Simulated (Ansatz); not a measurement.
## Fields on a plane of Fe (bcc, W type)

```xyz
1
Lattice="-1.4325 1.4325 1.4325 1.4325 -1.4325 1.4325 1.4325 1.4325 -1.4325" Properties=species:S:1:pos:R:3 pbc="T T T"
Fe     0.0000     0.0000     0.0000
```

The slice is a {211} plane (indices of the conventional cell) through the point (0.000, 0.000, 0.000) (fractional), spanned by u = [111] and v = [1 0 -1] in vectors of this cell: u (2.48 Å) and v (4.05 Å, at 90° to u). It covers one period; positions are fractions (u, v).

Atoms on it: Fe at (0.00, 0.00).

All values below come from r2SCAN (plane waves to 500 eV, PAW, scalar-relativistic; Ansatz, a program for electronic structure). k mesh 23×23×23. Inside the PAW spheres the values are not all-electron values, and peaks at nuclei hang on which shells count as valence. Fe was relaxed with its symmetry unable to fall. Relaxed Fe ends ferromagnetic. The PAW data are Ansatz's earlier set. The magnetic order is the one the run started from; other orders were not tried.

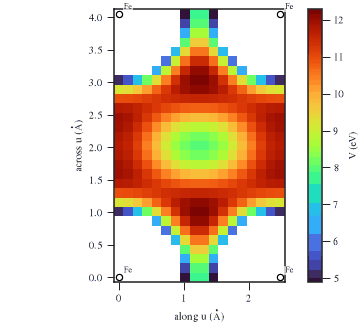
*Electrostatic potential energy of an electron, from the cell's mean, in eV, one period of the plane, atoms marked. Points within 1 Å of a nucleus are left white, as the pseudised field means little there. The zero, the cell's mean, hangs on the PAW cores.*

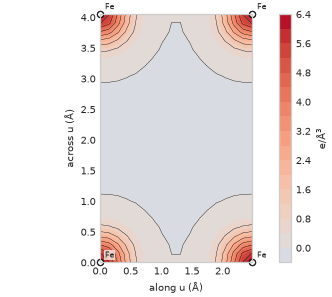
Spin density, up minus down in e/Å³, one period of the plane, atoms marked. 

| Property | Result |
|---|---|
| Density on the Fe–Fe line (2.48 Å) at its midpoint | 0.33 e/Å³ |
| ELF at that point | 0.2 |
